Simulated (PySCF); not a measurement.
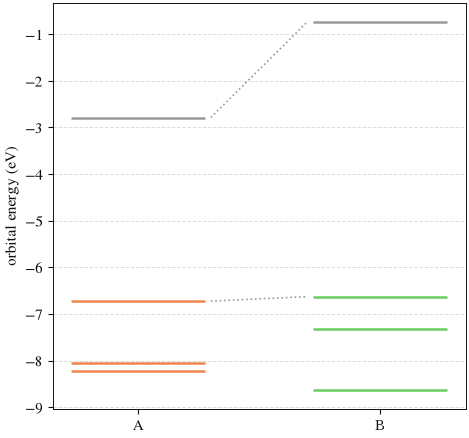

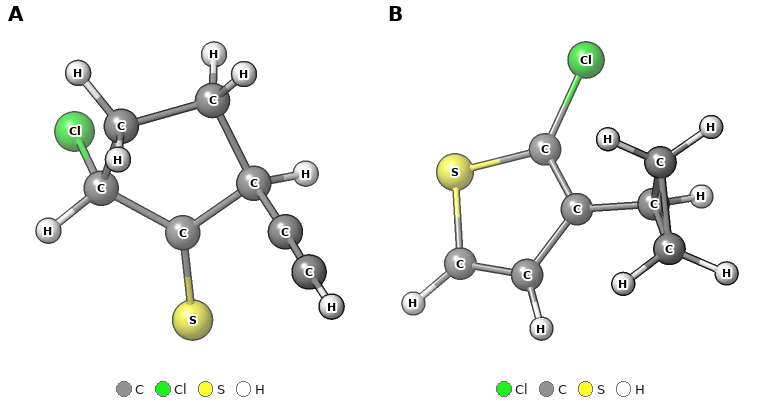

Related molecules: A is C₇H₇ClS, SMILES C#C[C@@H]1CC[C@@H](Cl)C1=S; B is C₇H₇ClS, SMILES Clc1sccc1C1CC1. Frontier orbital energies, PBE0/def2-SVPD with PySCF 2.14.0, at a GFN2-xTB geometry (no frequency check); drawn are at most three filled levels and, in grey, the LUMO with any level within 0.03 eV of it; dotted lines join the HOMOs and the LUMOs.

What does the change do to the frontier levels?

From A to B the HOMO rises by 0.10 eV and the LUMO rises by 2.05 eV, so the separation goes from 3.94 to 5.90 eV.

Limits of at least one run: one conformer of a flexible molecule; the tight-binding geometry is rougher than a DFT one and adds to the error.
